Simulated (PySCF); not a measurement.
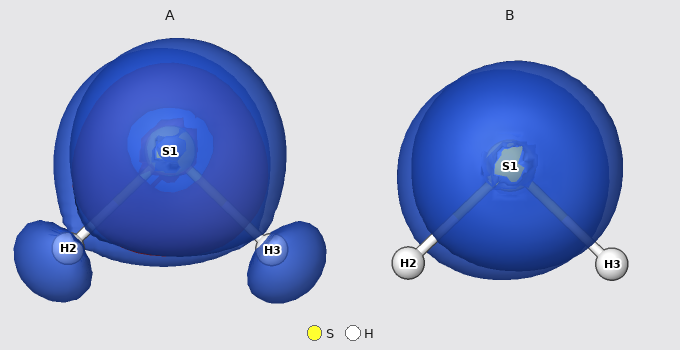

Figure 1: H$_{2}$S, SMILES `S`. The Fukui function f⁻ from two separate SCF calculations and the density of the HOMO, at ±0.04 e/Å³ (blue positive, red negative).

PySCF calculation, PBE0/def2-TZVP, gas phase; geometry: GFN2-xTB. No frequency check shows the geometry to be a minimum. GFN2-xTB bond lengths at metals and heavier atoms can be off by up to 0.1 Å and shapes distorted, which carries into these values.

Q: Which panel is which, and how good is the frozen-orbital picture?

A: A is f⁻ (it has negative regions), B the HOMO density. The HOMO lies on S1 (90 %); f⁻ (Hirshfeld-condensed) is largest on S1 (0.76); the vertical ionisation energy is 10.35 eV. Relaxation shifts 14 % of the electron between atoms. The orbital energy is −7.49 eV.
